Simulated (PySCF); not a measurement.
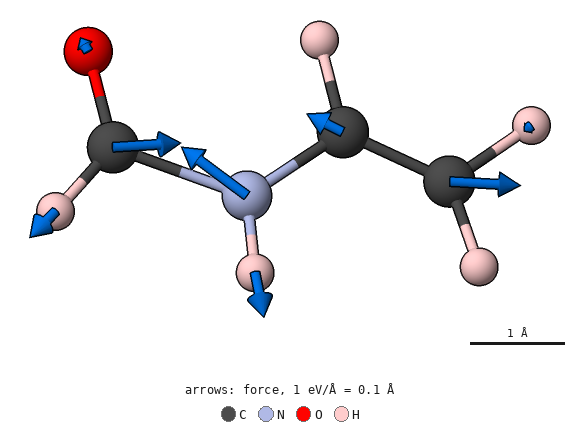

Starting geometry of C₃H₅NO with the computed forces as blue arrows. Style: ball-and-stick. Shown at a tilt.

The start comes from MMFF94s. Its atoms were then displaced at random by about 0.03 Å.

The calculation used PBE0-D3(BJ)/def2-SVP geometry optimisation, gas phase (PySCF 2.14.0, density-fitted response routines). 

Question: Is this structure relaxed? If not, where do the atoms go?

Answer: It isn't relaxed: the largest force vector, on the N atom, is 8.96 eV/Å. The final displacements follow the starting forces only in part (cosine between the two patterns 0.69). After 11 geometry steps the energy has fallen by 1.311 eV. A C atom moves most after the best rigid fit: 0.10 Å. By element the largest moves are C 0.10 Å, H 0.10 Å, N 0.10 Å, O 0.06 Å. Some distances before and after: C–N 1.529 → 1.369 Å, C–H 1.008 → 1.116 Å, H–N 0.924 → 1.013 Å, C–C 1.260 → 1.336 Å. Among the angles between lasting bonds that change: C–C–N 118.6° → 125.0°, C–C–H 128.6° → 122.2°, H–C–H 111.7° → 117.8°.
